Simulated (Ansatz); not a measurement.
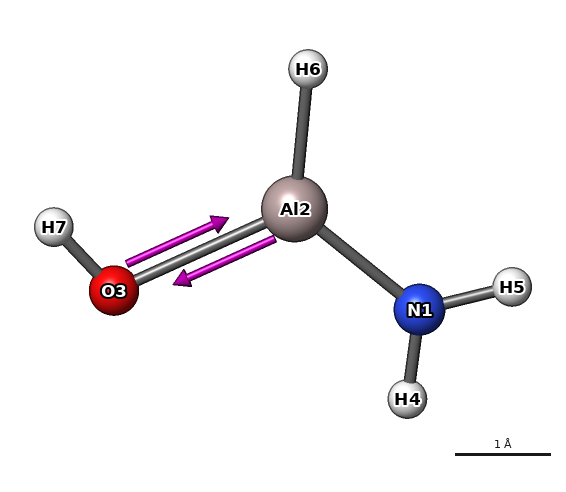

Arrows show the forces on the atoms, 0.3 Å of arrow for 1 eV/Å; forces under a tenth of the largest aren't drawn. Level of theory: PBE0-D4/def2-TZVP (Ansatz 0.2.0).

Question: Along which bond is the force strongest?

Answer: Al2–O3, now 2.101 Å: the forces pull its atoms together, so a first step downhill shortens it.

List the force components in the frame of the picture (x right, y up, z towards the viewer), in eV/Å.

```tsv
atom	Fx	Fy	Fz
N1	0.00	0.00	0.00
Al2	−3.62	−1.64	−0.40
O3	3.62	1.64	0.40
H4	0.00	0.00	0.00
H5	0.00	0.00	0.00
H6	0.00	0.00	0.00
H7	0.00	0.00	0.00
```
